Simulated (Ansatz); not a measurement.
**Optical response of SnSe2**

Aim: the dielectric function of SnSe2, and the optical constants that follow from it.

Main program and level: Ansatz 0.2.0; DFT, PBE, plane-wave PAW, default files, scalar-relativistic, independent-particle optical response without local fields.

**1. The structure**

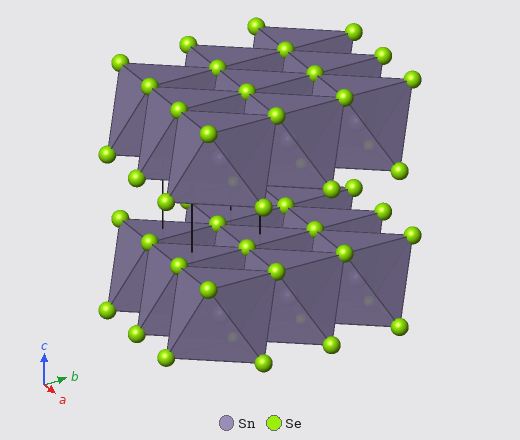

The cell as given, slightly off an axis (tin purple, selenium green). 2×2×1 cells are drawn. Some periodic images of atoms are drawn too.

**2. Ground state and bands**

The self-consistent density comes first; it also tells whether there is a gap, which decides the occupations and the need for a Drude term.

This step: DFT, PBE, plane-wave PAW, default files, scalar-relativistic, ground state (Ansatz 0.2.0).

The input, input.yaml:

```yaml
crystal:
  lattice:
    - [3.811, 0.0, 0.0]
    - [-1.9055, 3.3004228138, 0.0]
    - [0.0, 0.0, 6.136]
  atoms:
    - { symbol: Sn, position: [0.0, 0.0, 0.0] }
    - { symbol: Se, position: [0.6666666667, 0.3333333333, 0.751] }
    - { symbol: Se, position: [0.3333333333, 0.6666666667, 0.249] }
kpoints:
  mp_grid: { grid: [7, 7, 4] }
  band_path:
    path:
      - [[0.0, 0.0, 0.0], [0.5, 0.0, 0.0], [0.33333333, 0.33333333, 0.0], [0.0, 0.0, 0.0], [0.0, 0.0, 0.5], [0.5, 0.0, 0.5], [0.33333333, 0.33333333, 0.5], [0.0, 0.0, 0.5]]
      - [[0.5, 0.0, 0.5], [0.5, 0.0, 0.0]]
      - [[0.33333333, 0.33333333, 0.0], [0.33333333, 0.33333333, 0.5]]
    npoints: 7
scf:
  occupations: { method: fermi_dirac, width: 0.05 }
  n_extra_bands: 7
hamiltonian:
  xc: pbe
  pseudopotentials: { kind: paw }
output:
  forces: true
  stress: true
  populations: true
  write_bands: true
  write_density: true
  write_potential: true
  elf: true
  volumetric_format: npy
```

Run with:

```
> ansatz run input.yaml --threads 4 --pin off --max-ram 8192MiB --backend cpu --events-out ev --progress --plain --runs-dir out
```

Numbers of over 12 decimals in the logs are rounded to 6 here.

Output:

```text
scf.n_extra_bands = 7 over 23 filled bands (N_el = 46.0): the run solves 30 bands
Engine: ansatz 0.2.0, aarch64-unknown-linux-gnu
Pseudopotentials: kind: paw
Pseudopotential: Sn, paw, valence charge 14, recommended cutoff 420 eV (normal), Sn.paw.azcp
Pseudopotential: Se, paw, valence charge 16, recommended cutoff 420 eV (normal), Se.paw.azcp
Functional definition: PBE
  parameter kappa = 0.804
  parameter beta = 0.066725
  exchange = pbe_x(kappa = kappa, mu = beta*pi^2/3)
  correlation = pbe_c(beta = beta)
Crystal: 3 atoms, lattice volume = 77.178 Å³
Basis set: ecut = 420 eV, 1485 PW (Γ), exchange–correlation on 54×54×90 points (8 copies of the dense FFT grid, shifted against one another)
Bands: 30, of which v1, the nominal top of the filled ones, is band 23 counted from 1 (22 counted from 0)
Symmetry: 12 space group operations
Space group: P-3m1 (ITA 164), of the structure as read, at distance tolerance 4.3e-5 Å
k-points: 28 of 196
Non-local potential: Sn, projectors of the file, l = 0: 2, l = 1: 2, l = 2: 2, l = 3: 2
Non-local potential: Se, projectors of the file, l = 0: 2, l = 1: 2, l = 2: 3, l = 3: 1
PAW form: soft (Blöchl's): semilocal exchange-correlation on the pseudo side does not see the compensation charge
PAW one-centre angular grid: Sn, 590 points (default); XC on 64 Gauss nodes
PAW one-centre angular grid: Se, 590 points (default); XC on 64 Gauss nodes
Initial density: superposition of atomic densities (neutral atoms: chi_scale 0, normalization atom), corrected by the library's trained network
Initial wavefunctions: pseudopotential atomic-orbital guess
Functional: x = pbe(κ = 0.804, μ = 0.219515), c = pbe(β = 0.066725)
SCF iter   1: F=—  HF=-16963.271518 eV  |F-HF|=—  |Δ(HF+E_count)|=         —  Δρ=1.56e-3  dr2=2.85e-3  ethr=1.77e-3  ⟨swp⟩=6.2  Hψ=3732  notcnv=0  defer=4
preconditioner: auto → Resta (q_TF=auto, 2.503 Å⁻¹)  ε∞=2.5  [insulator: Δε(μ)=0.833 eV  Ē_g=17.449 eV  σ=0.050 eV  W_gap=1.00  n_scr=22 (ndim 8)  ℏωp=21.6 eV  f_vac=0.080  D(μ)=0.00/eV (n_scr^D=0)  ε∞_Penn≈2.5]
SCF iter   2: F=—  HF=-16963.270254 eV  |F-HF|=—  |Δ(HF+E_count)|=   1.26e-3  Δρ=7.06e-4  dr2=2.35e-4  ethr=6.19e-6  ⟨swp⟩=2.8  Hψ=1707  notcnv=0  defer=39
SCF iter   3: F=—  HF=-16963.270337 eV  |F-HF|=—  |Δ(HF+E_count)|=   8.28e-5  Δρ=3.63e-4  dr2=5.33e-5  ethr=5.12e-7  ⟨swp⟩=2.0  Hψ=1424  notcnv=0  defer=39
SCF iter   4: F=—  HF=-16963.270381 eV  |F-HF|=—  |Δ(HF+E_count)|=   4.41e-5  Δρ=8.76e-5  dr2=3.84e-6  ethr=1.16e-7  ⟨swp⟩=2.0  Hψ=1007  notcnv=0  defer=39
SCF iter   5: F=—  HF=-16963.270385 eV  |F-HF|=—  |Δ(HF+E_count)|=   4.10e-6  Δρ=1.71e-5  dr2=2.33e-7  ethr=8.34e-9  ⟨swp⟩=3.0  Hψ=1307  notcnv=0  defer=39
SCF iter   6: F=-16963.270385 eV  HF=-16963.270385 eV  |F-HF|=2.36e-8  |Δ(HF+E_count)|=   2.93e-7  Δρ=5.35e-6  dr2=2.66e-8  ethr=2.17e-10  ⟨swp⟩=12.5  Hψ=6680  notcnv=0
SCF 1 converged in 6 iterations: F = -16963.270385 eV  dr2 = 2.66e-8
  greatest PAW one-centre occupation: 1.000 electrons in one spin orbital (limit 2), on the Se atom at site 2 (counted from 0), in its partial waves of l = 2
NSCF: frozen V_eff on 66 k-points
SCF converged after 6 iterations
Free energy (F): -16963.270385 eV
Harris-Foulkes:  -16963.270385 eV  (|F-HF|=2.36e-8)
Internal energy: -16963.270361 eV  (E = F + TS)
E sigma→0 (E₀):  -16963.270373 eV
Entropy (-TS):   -0.000024 eV (-0.008 meV/atom)
Fermi energy:    8.525652 eV
--- Per-component energies (eV) ---
  E_band       = -857.711874
  E_kinetic    = 426.748277
  E_local      = -6101.138424  (includes V_loc(G=0)·N_el)
  E_nonlocal   = -1222.494129
  E_hartree    = 3128.185286
  E_xc         = -590.531946
  E_vxc        = -292.290585  (∫ρ·V_xc dr)
  E_paw        = -7963.843582  (= ΣΔE_a)
  E_vpaw       = 75.096514  (= ΣTr[D̂ρ^β])
  E_aug_tail   = -0.001222  (compensation charges beyond the density's cutoff)
  E_ewald      = -4640.194622
  E_smearing   = -0.000024  (= −TS)
  E_closure    = 0.000000  (closes the sum)
  Σ components = -16963.270385   (vs F -16963.270385, Δ=0.00e0)
--- Forces (eV/Å), atoms counted from 1 ---
  atom   1  Sn     0.00000000     0.00000000     0.00000000
  atom   2  Se    -0.00000000    -0.00000000    -0.78568793
  atom   3  Se     0.00000000     0.00000000     0.78568793
  max |Σ_I F_I| component: 2.65e-31 eV/Å
--- Stress (GPa, compression-positive) ---
        5.056487      -0.000000      -0.000000
       -0.000000       5.056487       0.000000
       -0.000000       0.000000       6.524640
  P = ⅓ Tr σ = 5.5459 GPa (55.459 kbar)
--- Band table (eV; the first three rows and the last of 28) ---
  k-point 0: bands = [... 19 lower, 7.4156, 7.7213, 7.7213, 8.1061, 9.2097, 11.0659, 12.7591, 12.7591, ... 3 higher]
  k-point 1: bands = [... 19 lower, 7.3627, 7.3627, 7.8049, 7.8049, 10.0605, 11.0714, 12.6201, 12.6201, ... 3 higher]
  k-point 2: bands = [... 19 lower, 7.3250, 7.3250, 7.8743, 7.8743, 10.5656, 11.0372, 12.4888, 12.4888, ... 3 higher]
  k-point 27: bands = [... 19 lower, 4.0827, 4.7682, 7.5822, 7.7661, 10.5557, 12.6995, 13.2128, 14.3519, ... 3 higher]
--- Löwdin populations: 3 sites ---
  site symbol       q [e]
     0     Sn     13.3432
     1     Se     16.2630
     2     Se     16.2630
  spilling = 0.002842 (of n_electrons = 46.000000)
```

It took 1.7 s on 4 threads of Arm Neoverse V2, shared host; peak memory 0.4 GiB; 6.1 s of CPU time.

Reading the cycles: dr2 is the Hartree energy of the density residual (eV), the measure of convergence; HF is the Harris–Foulkes estimate of the energy, which meets the free energy F at convergence.

Numbers from this step:

```
free energy                  : -16963.2704 eV
Fermi energy                 : 8.526 eV
gap by band count            : 0.8143 eV
electrons                    : 46
symmetry operations          : 12
pressure                     : 5.546 GPa
volume                       : 77.18 Å³
gap on the path              : 0.7447 eV
least direct gap on the path : 1.104 eV
```

There is a gap, 0.74 eV on the path, so no carriers' term is needed. The cell is left with a pressure of 5.5 GPa and forces up to 0.79 eV/Å, as it stands unrelaxed at this level.

Electronic bands along the path, in eV, zero at the Fermi level; v1 is the highest filled band, c1 the lowest empty one:

| point | v4 | v3 | v2 | v1 | c1 | c2 | c3 | c4 |
| --- | --- | --- | --- | --- | --- | --- | --- | --- |
| Γ | -1.11 | -0.80 | -0.80 | -0.42 | 0.68 | 2.54 | 4.23 | 4.23 |
| M | -3.32 | -3.09 | -1.61 | -0.72 | 0.74 | 3.39 | 5.04 | 5.08 |
| K | -4.12 | -3.76 | -1.94 | -1.94 | 1.02 | 6.25 | 6.25 | 6.82 |
| Γ | -1.11 | -0.80 | -0.80 | -0.42 | 0.68 | 2.54 | 4.23 | 4.23 |
| A | -1.20 | -1.20 | -0.65 | -0.65 | 2.04 | 2.51 | 3.96 | 3.96 |
| L | -2.92 | -2.40 | -1.25 | -1.11 | 0.46 | 3.86 | 4.44 | 5.43 |
| H | -4.62 | -4.13 | -0.78 | -0.78 | 2.14 | 4.34 | 4.34 | 5.84 |
| A | -1.20 | -1.20 | -0.65 | -0.65 | 2.04 | 2.51 | 3.96 | 3.96 |
| jump to L | -2.92 | -2.40 | -1.25 | -1.11 | 0.46 | 3.86 | 4.44 | 5.43 |
| M | -3.32 | -3.09 | -1.61 | -0.72 | 0.74 | 3.39 | 5.04 | 5.08 |
| jump to K | -4.12 | -3.76 | -1.94 | -1.94 | 1.02 | 6.25 | 6.25 | 6.82 |
| H | -4.62 | -4.13 | -0.78 | -0.78 | 2.14 | 4.34 | 4.34 | 5.84 |

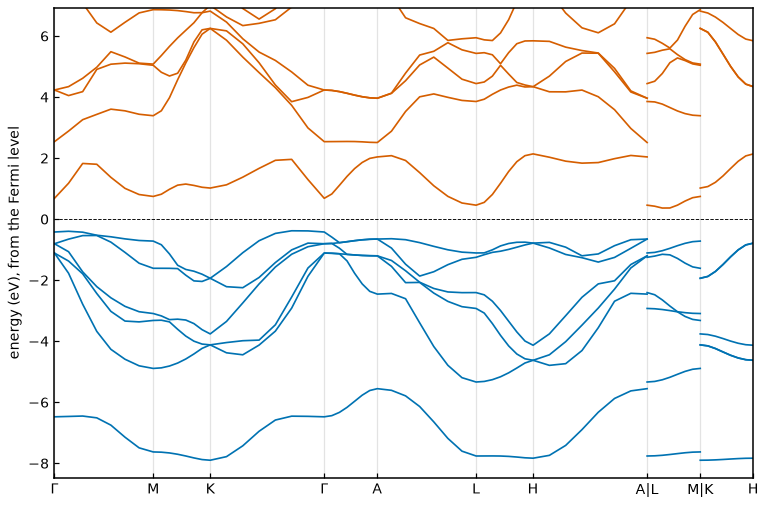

Electronic bands along the path; lines of filled and empty bands in two colours.

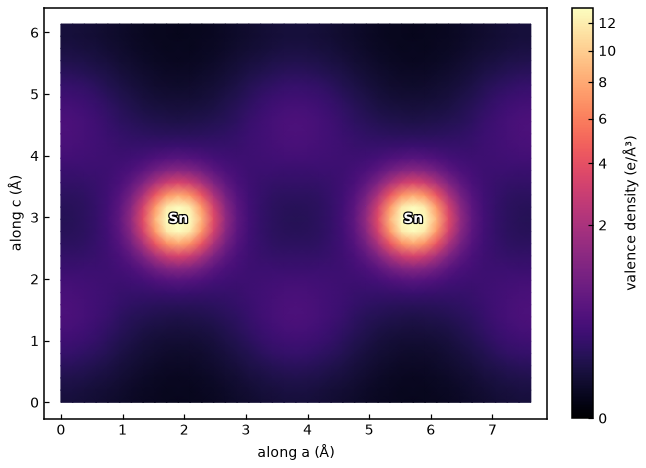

Valence density in the ac plane at fractional y = 0.000, with atoms of Sn within 0.2 Å of it. It is the smooth field of the valence electrons, not physical close to the nuclei. The map starts off the cell's origin, so that atoms lie inside it. The colour scale is stretched toward low values.

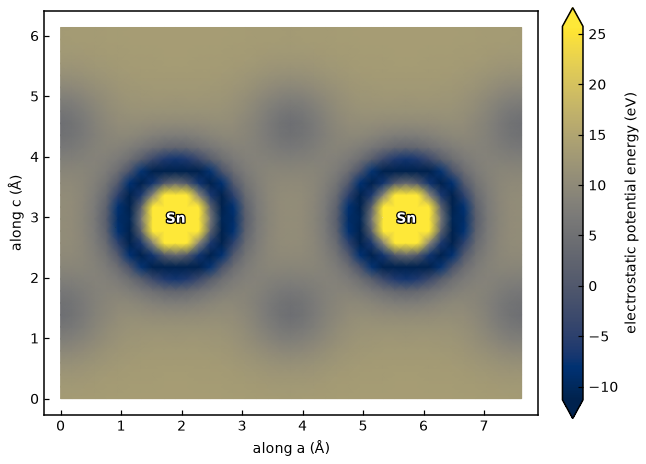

Electrostatic potential energy in the ac plane at fractional y = 0.000, with atoms of Sn within 0.2 Å of it. With pseudopotentials it is smooth inside the atoms' cores, unlike the true potential. The map starts off the cell's origin, so that atoms lie inside it.

(Part 1 of 2 ends here.)

[Logs are printed without paths, hosts, clocks, repeated set-up lines and the standing remarks that a program may print on its own settings, such as how far it seeks lower states.]

[Hosts, paths, dates, database ids (printed as entryN), source tags and the programs' standing remarks are cut or masked in the printed files.]
